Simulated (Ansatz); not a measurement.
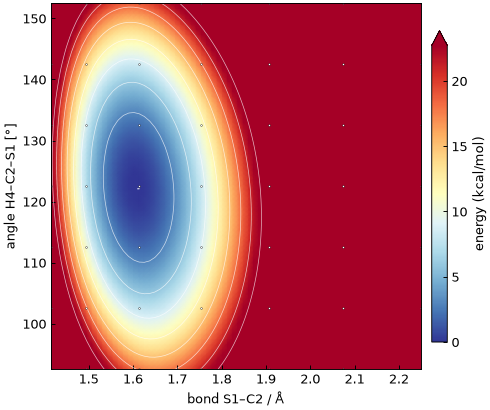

CH₂STe, SMILES S=C[TeH]. Two internal coordinates are moved rigidly from the geometry relaxed at PBE0-D4/def2-TZVP, all others fixed. Coordinates scanned: (1) bond S1–C2; (2) angle H4–C2–S1. Grid: 7 × 7 points. Points are written as (first, second). Energies: kcal/mol, counted from the lowest grid point. All numbers below come from RKS PBE0-D4/def2-TZVPP (Ansatz).

In the figure: a smooth colour map with a few white contour lines, dots at the grid points, one colour for all values above the top of the scale. Between grid points the surface is interpolated.

### Where is the minimum, and how stiff is the well along each coordinate?

The interpolated minimum is at bond S1–C2 ≈ 1.606 Å, angle H4–C2–S1 ≈ 122.4°. The curvatures there are about 42 eV/Å² and 5.8 eV/rad², with a cross term of about 2.1 eV/(Å·rad). Round the minimum the two coordinates are weakly coupled (coupling 0.13 in units of the two stiffnesses). (1 eV is 23.1 kcal/mol.)
